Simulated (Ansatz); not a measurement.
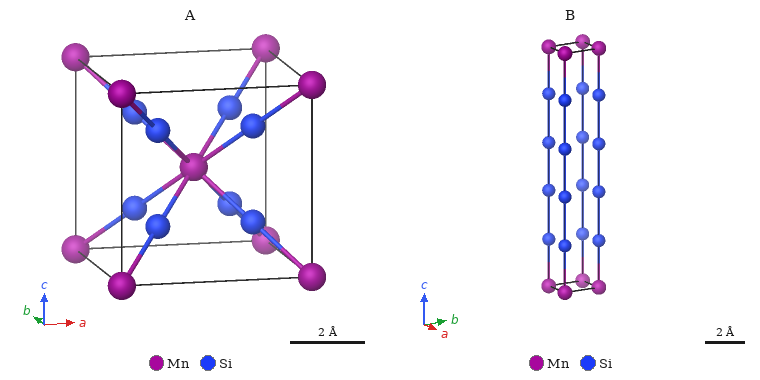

Two structures of MnSi$_{4}$, each relaxed to rest (conventional cells in solid outline, small ones repeated, not to one scale). Method: Ansatz, DFT PBE, scalar-relativistic, plane waves, PAW, with collinear spins.

Which structures are these?

A: 10 atoms a cell on a body-centred cubic lattice, Im-3m. B: 5 atoms a cell on a primitive hexagonal lattice, P6/mmm.

Which polymorph is favoured?

A is lower, by 349 meV/atom at this level of theory (energies at zero smearing). Volumes: A 14.9, B 14.8 Å³/atom.

One or both may be structure types tried for this composition rather than known phases.
